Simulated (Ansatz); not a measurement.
# ClH4NSi: the cost of one run

The runs use Ansatz 0.2.0, Gaussian basis; PBE0-D4/def2-SVP.

17 further runs of the same task are left out: 1 that didn't finish, 16 set aside as unsound or not needed.

## Step 1: The starting structure

The first end: 7 atoms, charge 0, spin multiplicity 1.

Atoms are counted from 1 here; the program's logs count them from 0.

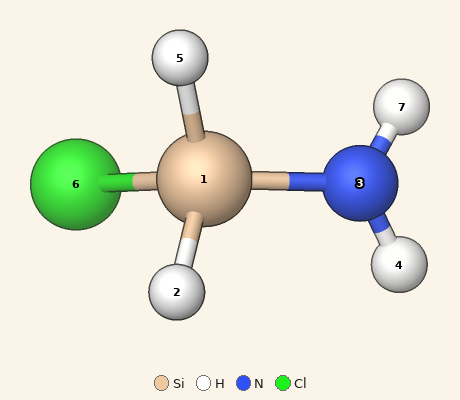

The starting geometry (silicon light orange, hydrogen white, nitrogen blue, chlorine green); atoms are numbered from 1 in the order of the file.

As a file:

```mol
ClH4NSi
  3D, bonds by distance, orders not assigned

  7  6  0  0  0  0  0  0  0  0999 V2000
   -0.4381   -0.0692    0.4514 Si  0  0
   -0.0575    0.4965    1.7627 H   0  0
    0.6509    0.5106   -0.7192 N   0  0
    1.6413    0.5173   -0.5351 H   0  0
   -1.8089    0.2922    0.0331 H   0  0
   -0.4515   -2.1250    0.7072 Cl  0  0
    0.4637    0.3777   -1.7001 H   0  0
  1  2  8  0
  1  3  8  0
  1  5  8  0
  1  6  8  0
  3  4  8  0
  3  7  8  0
M  END
```

The second end:

```xyz
7
ClH4NSi
Si   -0.58252   -0.46695   -0.46392
H     0.68985    0.98528    2.09575
N     0.52553   -0.35980   -1.58863
H     1.12837    1.08209    1.49784
H    -1.71901    0.40016   -0.08079
Cl   -0.59527   -2.06568    0.76524
H     0.55305    0.42499   -2.22559
```

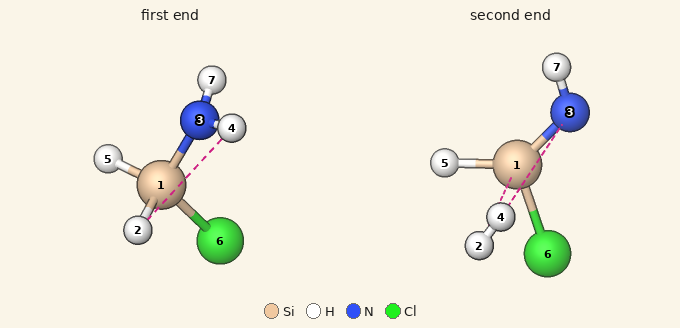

The two ends; dashed lines mark the contacts followed along the path.

## Step 2: The band at PBE0-D4/def2-SVP

neb/in.yaml

```yaml
crystal:
  periodic: [false, false, false]
  atoms:
    - {symbol: Si, position_ang: [-0.438115, -0.069199, 0.451359]}
    - {symbol: H, position_ang: [-0.057501, 0.496465, 1.762736]}
    - {symbol: N, position_ang: [0.650882, 0.510631, -0.719198]}
    - {symbol: H, position_ang: [1.641333, 0.517317, -0.535083]}
    - {symbol: H, position_ang: [-1.808862, 0.292224, 0.033071]}
    - {symbol: Cl, position_ang: [-0.451475, -2.125021, 0.707154]}
    - {symbol: H, position_ang: [0.463737, 0.377684, -1.700140]}
basis:
  gaussian: {orbitals: def2-SVP}
hamiltonian: {xc: pbe0, dispersion: d4}
neb:
  images: 5
  climbing: true
  max_iterations: 40
  initial_path: idpp
  final_atoms:
    - {symbol: Si, position_ang: [-0.582517, -0.466947, -0.463916]}
    - {symbol: H, position_ang: [0.689852, 0.985275, 2.095746]}
    - {symbol: N, position_ang: [0.525526, -0.359796, -1.588629]}
    - {symbol: H, position_ang: [1.128368, 1.082092, 1.497838]}
    - {symbol: H, position_ang: [-1.719008, 0.400163, -0.080789]}
    - {symbol: Cl, position_ang: [-0.595270, -2.065678, 0.765241]}
    - {symbol: H, position_ang: [0.553050, 0.424991, -2.225593]}
```

The run is started by

```bash
$ ansatz run in.yaml --threads 2 --pin off --events-out ev --progress --plain --max-ram 4352MiB
```

**Question.** How long does this run take on 2 threads of Arm Neoverse V2, shared host?

About 1.9 min.
